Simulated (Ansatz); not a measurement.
## Two runs on CHO2

System: CHO2, charge −1, multiplicity 3.
Method of the first run: UKS PBE-D4/def2-TZVPPD (Ansatz 0.2.0).

The geometry comes from this level: PBE0-D4/def2-TZVPPD. Text and figures count atoms from 1; the logs count them from 0 in places.

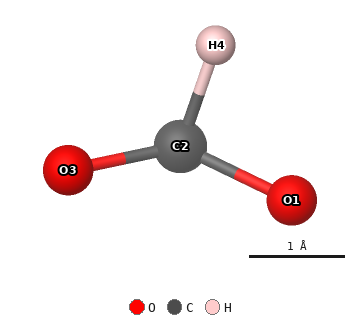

The structure (ball-and-stick view, seen on its broad side; atoms are numbered from 1 in the order of the input). Bond lengths as drawn: C–H 1.20 Å and C–O 1.27 to 1.34 Å.

The input, the first run:
```yaml
crystal:
  periodic: [false, false, false]
  atoms:
    - { symbol: O, position_ang: [1.16304391, 0.17510465, 0.11184283] }
    - { symbol: C, position_ang: [-0.12041663, 0.23121024, -0.28126827] }
    - { symbol: O, position_ang: [-1.13709276, -0.42030804, 0.11863914] }
    - { symbol: H, position_ang: [-0.1982645, 1.38296314, 0.0494363] }
magnetization:
  spin_polarized: true
  initial_magnetization: 2
total_charge: -1
basis:
  gaussian: { orbitals: def2-TZVPPD.json }
hamiltonian:
  xc: pbe
  dispersion: d4
```

Command:
```bash
ansatz run input.yaml --threads 4 --pin off --max-ram 10240MiB --backend cpu --events-out ev --progress --plain --runs-dir out
```

Hardware: 4 threads of Intel Xeon @ 2.50GHz (Skylake/Cascade Lake), 189 GiB of memory available, shared host.

Output (the first run):
```
Engine: ansatz 0.2.0, x86_64-unknown-linux-gnu
Functional definition: PBE
  parameter kappa = 0.804
  parameter beta = 0.06672455060314922
  exchange = pbe_x(kappa = kappa, mu = beta*pi^2/3)
  correlation = pbe_c(beta = beta)
601 factors; their error is unknown
mean field evaluation 1: about -5140.7338 eV, gradient 1.2e1 eV
mean field evaluation 2: about -5130.7732 eV, gradient 4.9e1 eV
mean field evaluation 4: about -5141.2619 eV, gradient 5.1e0 eV
mean field evaluation 8: about -5141.3564 eV, gradient 7.7e-2 eV
mean field evaluation 16: about -5141.3478 eV, gradient 1.2e-4 eV
mean field evaluation 32: about -5141.3238 eV, gradient 1.9e0 eV
mean field -5141.34781025 eV, -188.9410470960 hartree, gradient 4.0e-5 eV, S^2 2.005077; 6 other end points of the search recorded, 0 dependent functions left out
reference -5141.34784839 eV, -188.9410484976 hartree; 13, 11 occupied and 121, 123 virtual orbitals, 601 factors
Total energy: -5141.39577105 eV, -188.9428096228 hartree
```

For the second run the input was changed thus:
```diff
-  xc: pbe
+  xc: { name: B3LYP }
```

How does the second run compare with the first run?

The total energies belong to different methods, so their difference says nothing on which is more stable or more accurate. The functional changes from PBE to B3LYP.

Output (the second run):
```
Engine: ansatz 0.2.0, x86_64-unknown-linux-gnu
Functional definition: B3LYP
  parameter a0 = 0.2
  parameter ax = 0.72
  parameter ac = 0.81
  exchange = (1 - a0 - ax)*slater_x + ax*b88_x + a0*exact_x
  correlation = (1 - ac)*vwn_rpa_c + ac*lyp_c
601 factors; their error is unknown
mean field evaluation 1: about -5146.1325 eV, gradient 9.8e0 eV
mean field evaluation 2: about -5144.6608 eV, gradient 2.3e1 eV
mean field evaluation 4: about -5146.5297 eV, gradient 1.7e0 eV
mean field evaluation 8: about -5146.5438 eV, gradient 1.7e-1 eV
mean field evaluation 16: about -5146.5547 eV, gradient 2.0e-3 eV
mean field evaluation 32: about -5146.5403 eV, gradient 1.6e0 eV
mean field -5146.55471363 eV, -189.1323972659 hartree, gradient 1.7e-5 eV, S^2 2.010913; 6 other end points of the search recorded, 0 dependent functions left out
reference -5146.55491349 eV, -189.1324046104 hartree; 13, 11 occupied and 121, 123 virtual orbitals, 601 factors
Total energy: -5146.63226876 eV, -189.1352473643 hartree
```

The two runs side by side:

```csv
quantity,the first run,the second run
outcome,converged,converged
total energy (hartree),−188.942810,−189.135247
⟨S²⟩,2.005,2.011
basis functions,134,134
wall time (shared host),5.3 s,4.6 s
```
